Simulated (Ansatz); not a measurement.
```yaml
crystal:
  lattice:
    - [3.12924, 0.00000, 0.00000]
    - [-1.56462, 2.71000, 0.00000]
    - [0.00000, 0.00000, 24.73687]
  atoms:
    - { symbol: Hf, position: [0.33333, 0.66667, 0.22822] }
    - { symbol: Hf, position: [0.00000, 0.00000, 0.56155] }
    - { symbol: Hf, position: [0.66667, 0.33333, 0.89489] }
    - { symbol: Hf, position: [0.33333, 0.66667, 0.10511] }
    - { symbol: Hf, position: [0.00000, 0.00000, 0.43845] }
    - { symbol: Hf, position: [0.66667, 0.33333, 0.77178] }
    - { symbol: Ta, position: [0.00000, 0.00000, 0.00000] }
    - { symbol: Ta, position: [0.66667, 0.33333, 0.33333] }
    - { symbol: Ta, position: [0.33333, 0.66667, 0.66667] }
    - { symbol: N, position: [0.66667, 0.33333, 0.05065] }
    - { symbol: N, position: [0.33333, 0.66667, 0.38398] }
    - { symbol: N, position: [0.00000, 0.00000, 0.71731] }
    - { symbol: N, position: [0.00000, 0.00000, 0.28269] }
    - { symbol: N, position: [0.66667, 0.33333, 0.61602] }
    - { symbol: N, position: [0.33333, 0.66667, 0.94935] }
```

Space group R-3m; a structure generated by program, which may or may not match a known phase; computed without spin polarisation.

All numbers below come from DFT PBE, scalar-relativistic, plane waves, PAW in Ansatz 0.2.0.

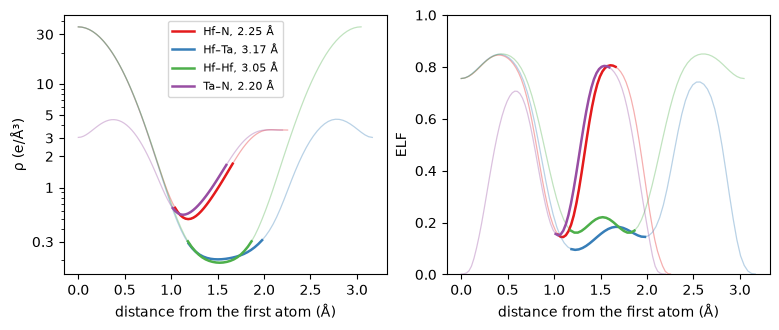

Hf₂TaN₂. Valence charge density (pseudo) and electron localisation function along straight lines between neighbouring atoms. Thin, pale parts lie inside the atomic spheres.

In a PAW calculation such maps are meaningful between the atoms, not at the nuclei.

### Compare the contacts.

Hf–N (2.25 Å): ρ at the midpoint is about 0.52 e/Å³; the ELF peaks at about 0.80 in the valence shell of N, 0.6 Å from its nucleus, and drops to about 0.15 between the two atoms (no localised pair shows between them).
Hf–Ta (3.17 Å): ρ is about 0.21 e/Å³ halfway; the ELF is about 0.20 at the midpoint: no shared electron pair shows on this line.
Hf–Hf (3.05 Å): the density is about 0.19 e/Å³ at the midpoint; the ELF is about 0.20 at the midpoint (no shared electron pair shows on this line).
Ta–N (2.20 Å): ρ is about 0.55 e/Å³ halfway; the ELF peaks at about 0.80 in the valence shell of N, 0.7 Å from its nucleus, and is about 0.15 at the midpoint; no localised pair shows between them.
